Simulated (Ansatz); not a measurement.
# CH₆SSi: from a rough start to a minimum

Aim: relax CH₆SSi from a cheap starting geometry, then compute its harmonic vibrations to see whether it is a minimum and to get the zero-point energy and entropy.

The runs use Ansatz 0.2.0, Gaussian basis; RKS PBE0-D4/def2-TZVP.

Plan: relaxation at PBE-D4/def2-SVP; relaxation at PBE0-D4/def2-TZVP; harmonic vibrations at the same level.

2 further runs of the same task are left out: 1 that didn't finish, 1 set aside as unsound or not needed.

## Step 1: Starting geometry

SMILES `[SiH3]CS`, 9 atoms, charge 0, spin multiplicity 1.

Atoms are counted from 1 here; the program's logs count them from 0.

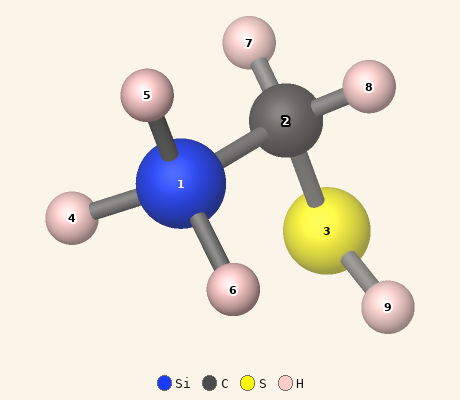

The starting geometry (silicon blue, carbon dark grey, sulfur yellow, hydrogen pink); atoms are numbered from 1 in the order of the file.

The start is a force-field geometry with small random shifts, so a cheaper pass at PBE-D4/def2-SVP comes first.

## Step 2: Relaxation at PBE-D4/def2-SVP (cheap first pass)

in.yaml reads:

```yaml
crystal:
  periodic: [false, false, false]
  atoms:
    - {symbol: Si, position_ang: [-0.808200, 0.166000, -0.616700]}
    - {symbol: C, position_ang: [0.866800, -0.113600, -0.057800]}
    - {symbol: S, position_ang: [0.825700, -1.091300, 1.456900]}
    - {symbol: H, position_ang: [-1.502000, -1.037900, -0.957300]}
    - {symbol: H, position_ang: [-0.838400, 1.046600, -1.870200]}
    - {symbol: H, position_ang: [-1.626600, 0.960700, 0.410400]}
    - {symbol: H, position_ang: [1.462400, -0.659000, -0.810800]}
    - {symbol: H, position_ang: [1.439900, 0.842500, 0.133000]}
    - {symbol: H, position_ang: [0.268900, -0.160300, 2.295400]}
basis:
  gaussian: {orbitals: def2-SVP}
hamiltonian: {xc: pbe, dispersion: d4}
relax: {f_tol: 0.03, max_steps: 200}
```

Started as:

```
> ansatz run in.yaml --threads 2 --pin off --events-out ev --progress --plain --max-ram 4352MiB
```

The program printed:

```text
Functional definition: PBE
  name "PBE"
  cite "Perdew, Burke & Ernzerhof, Phys. Rev. Lett. 77, 3865 (1996) doi:10.1103/PhysRevLett.77.3865"
  parent pbe
  parameter kappa = 0.804
  parameter beta = 0.06672455060314922
  exchange = pbe_x(kappa = kappa, mu = beta*pi^2/3)
  correlation = pbe_c(beta = beta)
907 factors; their error is unknown
mean field evaluation 1: about -19824.7744 eV, gradient 4.6e1 eV
mean field evaluation 2: about -19815.9358 eV, gradient 7.0e1 eV
mean field evaluation 4: about -19830.0827 eV, gradient 2.0e0 eV
mean field evaluation 8: about -19830.0338 eV, gradient 4.7e-2 eV
mean field evaluation 16: about -19830.0338 eV, gradient 1.8e-5 eV
mean field -19830.03376566 eV, -728.7402996082 hartree, gradient 1.8e-5 eV, S^2 0.000000; 0 other end points of the search recorded, 0 dependent functions left out
the calculation of the forces begins
reference -19830.03379816 eV, -728.7403008026 hartree; 21, 21 occupied and 59, 59 virtual orbitals, 907 factors
relax step   1: F+E_penalty+E_count = -19830.21368081 eV  Δ(F+E_penalty+E_count) = +0.000e0 eV  max|allowed force component| = 2.298e0 eV/Å  Δτ_max = 0.0000 Å  (25 SCF iters, accepted)
these checks for a lower state are left out or cut short: starts, cluster_reference, orbital_swaps, neighbouring_geometries, increment
907 factors; their error is unknown
mean field -19830.23797515 eV, -728.7478041688 hartree, gradient 1.2e-5 eV, S^2 0.000000; 0 other end points of the search recorded, 0 dependent functions left out
the calculation of the forces begins
reference -19830.23800752 eV, -728.7478053582 hartree; 21, 21 occupied and 59, 59 virtual orbitals, 907 factors
relax step   2: F+E_penalty+E_count = -19830.41613787 eV  Δ(F+E_penalty+E_count) = -2.025e-1 eV  max|allowed force component| = 1.228e0 eV/Å  Δτ_max = 0.0648 Å  (26 SCF iters, accepted)
these checks for a lower state are left out or cut short: starts, cluster_reference, orbital_swaps, neighbouring_geometries, increment
907 factors; their error is unknown
mean field -19830.28850682 eV, -728.7496611735 hartree, gradient 1.5e-5 eV, S^2 0.000000; 0 other end points of the search recorded, 0 dependent functions left out
the calculation of the forces begins
reference -19830.28853939 eV, -728.7496623704 hartree; 21, 21 occupied and 59, 59 virtual orbitals, 907 factors
relax step   3: F+E_penalty+E_count = -19830.46480632 eV  Δ(F+E_penalty+E_count) = -4.867e-2 eV  max|allowed force component| = 1.532e-1 eV/Å  Δτ_max = 0.0555 Å  (26 SCF iters, accepted)
these checks for a lower state are left out or cut short: starts, cluster_reference, orbital_swaps, neighbouring_geometries, increment
907 factors; their error is unknown
mean field evaluation 32: about -19830.3516 eV, gradient 3.8e-3 eV
mean field -19830.29069612 eV, -728.7497416286 hartree, gradient 1.7e-5 eV, S^2 0.000000; 0 other end points of the search recorded, 0 dependent functions left out
the calculation of the forces begins
reference -19830.29072864 eV, -728.7497428237 hartree; 21, 21 occupied and 59, 59 virtual orbitals, 907 factors
relax step   4: F+E_penalty+E_count = -19830.46699474 eV  Δ(F+E_penalty+E_count) = -2.188e-3 eV  max|allowed force component| = 5.630e-2 eV/Å  Δτ_max = 0.0281 Å  (27 SCF iters, accepted)
these checks for a lower state are left out or cut short: starts, cluster_reference, orbital_swaps, neighbouring_geometries, increment
907 factors; their error is unknown
mean field -19830.29099925 eV, -728.7497527685 hartree, gradient 1.7e-5 eV, S^2 0.000000; 0 other end points of the search recorded, 0 dependent functions left out
the calculation of the forces begins
reference -19830.29103176 eV, -728.7497539631 hartree; 21, 21 occupied and 59, 59 virtual orbitals, 907 factors
relax step   5: F+E_penalty+E_count = -19830.46728614 eV  Δ(F+E_penalty+E_count) = -2.914e-4 eV  max|allowed force component| = 4.611e-2 eV/Å  Δτ_max = 0.0385 Å  (26 SCF iters, accepted)
these checks for a lower state are left out or cut short: starts, cluster_reference, orbital_swaps, neighbouring_geometries, increment
907 factors; their error is unknown
mean field -19830.29124150 eV, -728.7497616708 hartree, gradient 1.7e-5 eV, S^2 0.000000; 0 other end points of the search recorded, 0 dependent functions left out
the calculation of the forces begins
reference -19830.29127398 eV, -728.7497628645 hartree; 21, 21 occupied and 59, 59 virtual orbitals, 907 factors
relax step   6: F+E_penalty+E_count = -19830.46774011 eV  Δ(F+E_penalty+E_count) = -4.540e-4 eV  max|allowed force component| = 2.219e-2 eV/Å  Δτ_max = 0.0162 Å  (27 SCF iters, accepted)
907 factors; their error is unknown
mean field evaluation 64: about -19830.2912 eV, gradient 2.1e-2 eV
mean field -19830.29124150 eV, -728.7497616708 hartree, gradient 1.6e-5 eV, S^2 0.000000; 1 other end points of the search recorded, 0 dependent functions left out
the calculation of the forces begins
reference -19830.29127398 eV, -728.7497628645 hartree; 21, 21 occupied and 59, 59 virtual orbitals, 907 factors
Total energy: -19830.46777259 eV, -728.7562490690 hartree
Atom 0 at    -0.858562     0.229624    -0.647719 Å, force    -0.000381    -0.005593    -0.015133 eV/Å
Atom 1 at     0.911783    -0.085981    -0.034069 Å, force     0.003112    -0.005355     0.016758 eV/Å
Atom 2 at     0.936016    -1.076436     1.515836 Å, force    -0.018373     0.022188     0.000605 eV/Å
Atom 3 at    -1.538855    -1.076647    -0.942877 Å, force    -0.000028     0.002297     0.004262 eV/Å
Atom 4 at    -0.851435     1.079871    -1.894101 Å, force     0.000407     0.000627     0.003656 eV/Å
Atom 5 at    -1.625653     0.957928     0.423791 Å, force     0.004084    -0.002560     0.003589 eV/Å
Atom 6 at     1.455011    -0.704125    -0.778865 Å, force    -0.003718     0.001391     0.000502 eV/Å
Atom 7 at     1.490926     0.853401     0.085276 Å, force     0.000428     0.002225    -0.002123 eV/Å
Atom 8 at     0.169270    -0.223934     2.255628 Å, force     0.014469    -0.015219    -0.012116 eV/Å
Dipole moment:     0.029612     0.198763    -0.077371 e Å
```

Run time: 9 s. Hardware: 2 threads of Arm Neoverse V1, shared host.

Along the way:

| step | energy from step 1 (eV) | largest force component (eV/Å) |
| --- | --- | --- |
| 1 | 0.0000 | 2.2985 |
| 2 | -0.2025 | 1.2279 |
| 3 | -0.2511 | 0.1532 |
| 4 | -0.2533 | 0.0563 |
| 5 | -0.2536 | 0.0461 |
| 6 | -0.2541 | 0.0222 |

Distances of close pairs at the start and the end, largest changes first:

| bond | before (Å) | after (Å) | change (Å) |
| --- | --- | --- | --- |
| Si1–C2 | 1.788 | 1.900 | +0.112 |
| Si1–H4 | 1.431 | 1.502 | +0.071 |
| C2–S3 | 1.803 | 1.840 | +0.036 |
| Si1–H6 | 1.535 | 1.506 | -0.029 |
| Si1–H5 | 1.532 | 1.509 | -0.023 |
| C2–H8 | 1.131 | 1.110 | -0.021 |
| S3–H9 | 1.371 | 1.365 | -0.007 |
| C2–H7 | 1.104 | 1.110 | +0.006 |

## Step 3: Optimising with PBE0-D4/def2-TZVP

in.yaml reads:

```yaml
crystal:
  periodic: [false, false, false]
  atoms:
    - {symbol: Si, position_ang: [-0.858562, 0.229624, -0.647719]}
    - {symbol: C, position_ang: [0.911783, -0.085981, -0.034069]}
    - {symbol: S, position_ang: [0.936016, -1.076436, 1.515836]}
    - {symbol: H, position_ang: [-1.538855, -1.076647, -0.942877]}
    - {symbol: H, position_ang: [-0.851435, 1.079871, -1.894101]}
    - {symbol: H, position_ang: [-1.625653, 0.957928, 0.423791]}
    - {symbol: H, position_ang: [1.455011, -0.704125, -0.778865]}
    - {symbol: H, position_ang: [1.490926, 0.853401, 0.085276]}
    - {symbol: H, position_ang: [0.169270, -0.223934, 2.255628]}
basis:
  gaussian: {orbitals: def2-TZVP}
hamiltonian: {xc: pbe0, dispersion: d4}
relax: {f_tol: 0.005, max_steps: 150}
```

The command is unchanged.

The program printed, cut to the lines that bear on the results:

```text
Functional definition: PBE0
  name "PBE0"
  cite "Adamo & Barone, J. Chem. Phys. 110, 6158 (1999) doi:10.1063/1.478522"
  cite "Perdew, Burke & Ernzerhof, Phys. Rev. Lett. 77, 3865 (1996) doi:10.1103/PhysRevLett.77.3865"
  parent pbe
[...]
983 factors; their error is unknown
[...]
mean field -19840.09607696 eV, -729.1100827282 hartree, gradient 1.9e-5 eV, S^2 0.000000; 0 other end points of the search recorded, 0 dependent functions left out
[...]
reference -19840.09610702 eV, -729.1100838330 hartree; 21, 21 occupied and 120, 120 virtual orbitals, 983 factors
relax step   1: F+E_penalty+E_count = -19840.24442753 eV  Δ(F+E_penalty+E_count) = +0.000e0 eV  max|allowed force component| = 6.770e-1 eV/Å  Δτ_max = 0.0000 Å  (25 SCF iters, accepted)
[...]
Total energy: -19840.28402300 eV, -729.1169896178 hartree
Atom 0 at    -0.839748     0.228511    -0.626421 Å, force    -0.000594     0.000435    -0.000286 eV/Å
Atom 1 at     0.918364    -0.079653    -0.043612 Å, force    -0.000996    -0.000543    -0.000262 eV/Å
Atom 2 at     0.946827    -1.021893     1.505125 Å, force    -0.000238     0.000588    -0.000050 eV/Å
Atom 3 at    -1.512076    -1.065044    -0.902985 Å, force     0.000359    -0.000204     0.000736 eV/Å
Atom 4 at    -0.846529     1.064995    -1.858806 Å, force    -0.000182     0.000175    -0.000657 eV/Å
Atom 5 at    -1.580470     0.948520     0.444017 Å, force     0.000577     0.000069     0.000026 eV/Å
Atom 6 at     1.436903    -0.706787    -0.773284 Å, force     0.000501    -0.000324     0.000040 eV/Å
Atom 7 at     1.491238     0.844787     0.054428 Å, force     0.000437     0.000616     0.000574 eV/Å
Atom 8 at     0.073990    -0.259736     2.184437 Å, force     0.000136    -0.000812    -0.000122 eV/Å
Dipole moment:     0.010796     0.196194    -0.134464 e Å
```

It took 23 s on 2 threads of Arm Neoverse V1, shared host; peak memory 0.28 GiB.

The steps of the relaxation:

| step | energy from step 1 (eV) | largest force component (eV/Å) |
| --- | --- | --- |
| 1 | 0.0000 | 0.6770 |
| 2 | -0.0339 | 0.2522 |
| 3 | -0.0388 | 0.0446 |
| 4 | -0.0393 | 0.0247 |
| 5 | -0.0393 | 0.0318 |
| 6 | -0.0396 | 0.0079 |
| 7 | -0.0396 | 0.0010 |

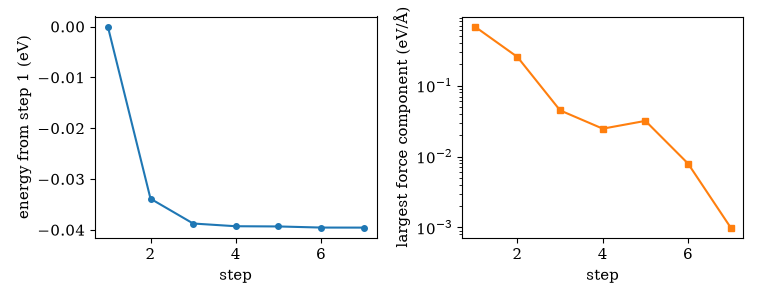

Energy and largest force along the relaxation.

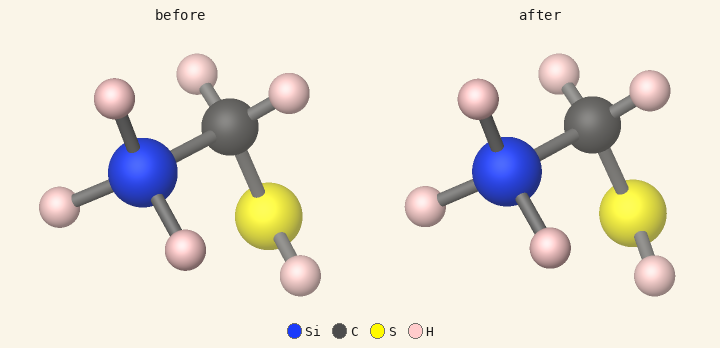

Before and after, at one scale.

Distances of close pairs at the start and the end, largest changes first:

| bond | before (Å) | after (Å) | change (Å) |
| --- | --- | --- | --- |
| C2–S3 | 1.840 | 1.813 | -0.026 |
| Si1–C2 | 1.900 | 1.878 | -0.022 |
| S3–H9 | 1.365 | 1.343 | -0.021 |
| Si1–H5 | 1.509 | 1.489 | -0.019 |
| Si1–H4 | 1.502 | 1.484 | -0.018 |
| Si1–H6 | 1.506 | 1.488 | -0.018 |
| C2–H8 | 1.110 | 1.092 | -0.018 |
| C2–H7 | 1.110 | 1.093 | -0.017 |

Mulliken charges at the end point, from the run's report:

| atom | value (e) |
| --- | --- |
| Si1 | 0.13 |
| C2 | -0.30 |
| S3 | -0.21 |
| H4 | -0.01 |
| H5 | -0.03 |
| H6 | -0.02 |
| H7 | 0.15 |
| H8 | 0.15 |
| H9 | 0.15 |

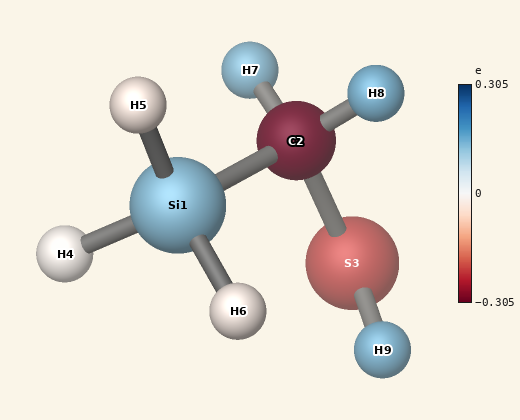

Mulliken charges at the end point, from the run's report, as colours on the atoms.

## Step 4: Force constants and modes

in.yaml reads:

```yaml
crystal:
  periodic: [false, false, false]
  atoms:
    - {symbol: Si, position_ang: [-0.839748, 0.228511, -0.626421]}
    - {symbol: C, position_ang: [0.918364, -0.079653, -0.043612]}
    - {symbol: S, position_ang: [0.946827, -1.021893, 1.505125]}
    - {symbol: H, position_ang: [-1.512076, -1.065044, -0.902985]}
    - {symbol: H, position_ang: [-0.846529, 1.064995, -1.858806]}
    - {symbol: H, position_ang: [-1.580470, 0.948520, 0.444017]}
    - {symbol: H, position_ang: [1.436903, -0.706787, -0.773284]}
    - {symbol: H, position_ang: [1.491238, 0.844787, 0.054428]}
    - {symbol: H, position_ang: [0.073990, -0.259736, 2.184437]}
basis:
  gaussian: {orbitals: def2-TZVP}
hamiltonian: {xc: pbe0, dispersion: d4}
phonons: {temperatures: {t_min: 298.15, t_max: 900, t_step: 200}}
```

Same command.

The program printed, cut to the lines that bear on the results:

```text
Functional definition: PBE0
  name "PBE0"
  cite "Adamo & Barone, J. Chem. Phys. 110, 6158 (1999) doi:10.1063/1.478522"
  cite "Perdew, Burke & Ernzerhof, Phys. Rev. Lett. 77, 3865 (1996) doi:10.1103/PhysRevLett.77.3865"
  parent pbe
[...]
983 factors; their error is unknown
[...]
mean field -19840.13433741 eV, -729.1114887737 hartree, gradient 2.4e-5 eV, S^2 0.000000; 0 other end points of the search recorded, 0 dependent functions left out
[...]
reference -19840.13436728 eV, -729.1114898715 hartree; 21, 21 occupied and 120, 120 virtual orbitals, 983 factors
[...]
983 factors; their error is unknown
mean field -19840.13422659 eV, -729.1114847012 hartree, gradient 1.7e-6 eV, S^2 0.000000; 0 other end points of the search recorded, 0 dependent functions left out
[...]
reference -19840.13425646 eV, -729.1114857989 hartree; 21, 21 occupied and 120, 120 virtual orbitals, 983 factors
[...]
Atom 1 at     0.918364    -0.079653    -0.043612 Å, force    -0.000998    -0.000550    -0.000275 eV/Å
Atom 2 at     0.946827    -1.021893     1.505125 Å, force    -0.000238     0.000579    -0.000050 eV/Å
Atom 3 at    -1.512076    -1.065044    -0.902985 Å, force     0.000359    -0.000200     0.000746 eV/Å
Atom 4 at    -0.846529     1.064995    -1.858806 Å, force    -0.000177     0.000176    -0.000657 eV/Å
Atom 5 at    -1.580470     0.948520     0.444017 Å, force     0.000561     0.000062     0.000030 eV/Å
Atom 6 at     1.436903    -0.706787    -0.773284 Å, force     0.000495    -0.000318     0.000049 eV/Å
Atom 7 at     1.491238     0.844787     0.054428 Å, force     0.000432     0.000614     0.000577 eV/Å
Atom 8 at     0.073990    -0.259736     2.184437 Å, force     0.000139    -0.000803    -0.000132 eV/Å
Dipole moment:     0.010796     0.196194    -0.134463 e Å
Vibrations: 169.99 184.75 190.58 505.46 562.82 711.07 768.98 797.74 923.17 932.53 943.06 946.93 1134.97 1177.67 1424.65 2211.78 2222.50 2245.06 2700.62 3071.93 3126.86 cm⁻¹, zero-point energy 1.670881 eV
```

Wall time 99 s (2 threads of Arm Neoverse V1, shared host); peak memory 0.28 GiB.

Motions are named by where the mode's potential energy lies. Wavenumbers, unscaled:

| mode | cm⁻¹ | motion |
| --- | --- | --- |
| 1 | 170 | torsion |
| 2 | 185 | bend |
| 3 | 191 | torsion |
| 4 | 505 | bend with torsion |
| 5 | 563 | bend with Si–C stretch |
| 6 | 711 | bend |
| 7 | 769 | Si–C stretch with bend |
| 8 | 798 | C–S stretch with bend |
| 9 | 923 | bend |
| 10 | 933 | bend |
| 11 | 943 | bend with torsion |
| 12 | 947 | bend with torsion |
| 13 | 1135 | bend |
| 14 | 1178 | bend |
| 15 | 1425 | bend |
| 16 | 2212 | Si–H stretch |
| 17 | 2223 | Si–H stretch |
| 18 | 2245 | Si–H stretch |
| 19 | 2701 | S–H stretch |
| 20 | 3072 | C–H stretch |
| 21 | 3127 | C–H stretch |

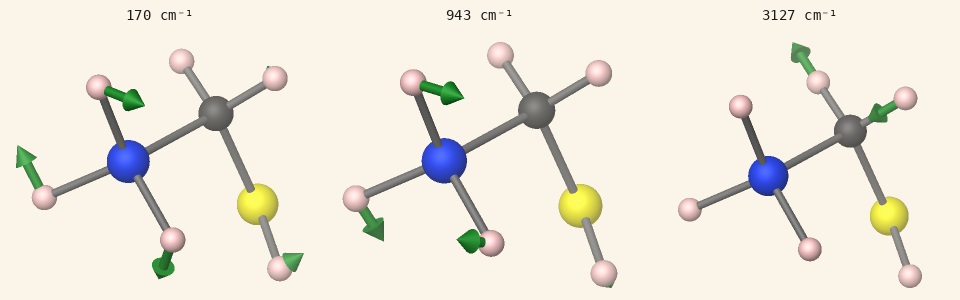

How the atoms move in 3 of the modes.

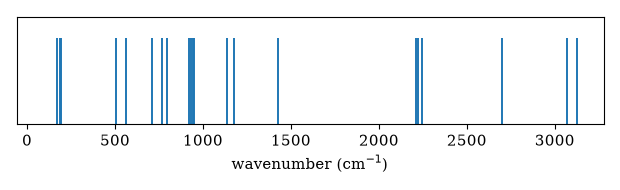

The harmonic wavenumbers as sticks (no intensities were computed).

Ideal gas, rigid rotor and harmonic oscillator at 298.15 K and 1 bar, with symmetry number 1:

| term | value |
| --- | --- |
| zero-point energy | 161.2 kJ/mol |
| H(298) − E | 178.2 kJ/mol |
| entropy, translation | 163.2 J/(mol K) |
| entropy, rotation | 104.3 J/(mol K) |
| entropy, vibration | 39.5 J/(mol K) |
| entropy, total | 307.0 J/(mol K) |

## Step 5: What came out

| quantity | value |
| --- | --- |
| point group | C1 |
| steps | 6 + 7 |
| shift from the start (rms) | 0.112 Å |
| total energy | -19840.2840 eV |
| dispersion term | -150 meV |
| dipole moment | 1.14 D |
| lowest, highest wavenumber | 170, 3127 cm⁻¹ |
| zero-point energy | 161.2 kJ/mol |
| entropy at 298.15 K | 307.0 J/(mol K) |

**Reading.** The relaxed geometry lies 0.11 Å (rms) from the start; the bond that changed most is Si1–C2, from 1.788 to 1.878 Å. No mode is imaginary: a true minimum at this level. The stiffest mode, 3127 cm⁻¹, is a C–H stretch, and 3 modes under 200 cm⁻¹ make the vibrational entropy uncertain. Harmonic hybrid wavenumbers usually lie a few per cent above measured fundamentals. The largest Mulliken charge, -0.30 e, sits on C2.
